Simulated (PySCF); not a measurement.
Molecule: C₃H₂F₆, SMILES FCC(F)(F)C(F)(F)F.

```xyz
11

F      0.1336     1.8311    -0.8497
C      0.6451     0.5831    -1.0107
C      0.4722    -0.2355     0.2533
F      0.9469    -1.4713     0.0008
F      1.1795     0.2974     1.2630
C     -0.9817    -0.3864     0.7391
F     -1.4584     0.7741     1.1578
F     -1.7421    -0.8275    -0.2624
F     -1.0420    -1.2600     1.7325
H      0.1368     0.0677    -1.8402
H      1.7273     0.6362    -1.2140
```

GIAO shifts, PBE0/pcSseg-1 in PySCF 2.14.0, at a PBE0-D3(BJ)/def2-SVP geometry (no frequency check), against TMS for ¹H computed at the same level. Gas phase, fully decoupled, line heights follow the number of nuclei, widths are arbitrary (no quadrupolar broadening); values of one conformer, averaged over nuclei that symmetry or rotation about single bonds exchange, these motions taken as fast; other conformers aren't averaged in.

Which ¹H signals does it give?

Answer. 1 signal.


| δ (ppm) | nuclei | atoms |
| --- | --- | --- |
| 4.63 | 2 | H10, H11 |

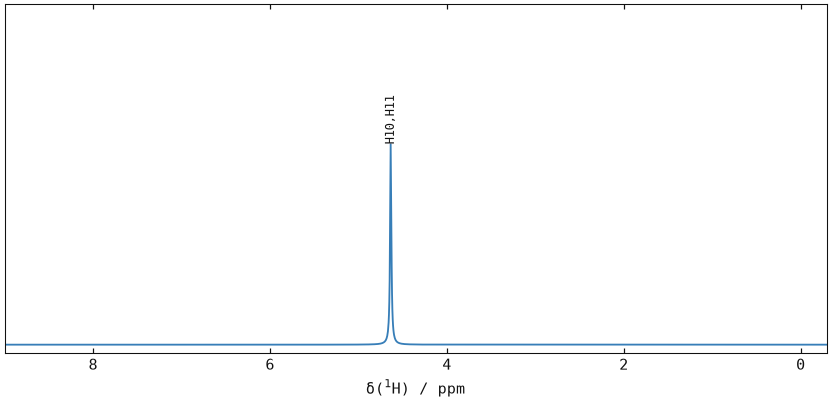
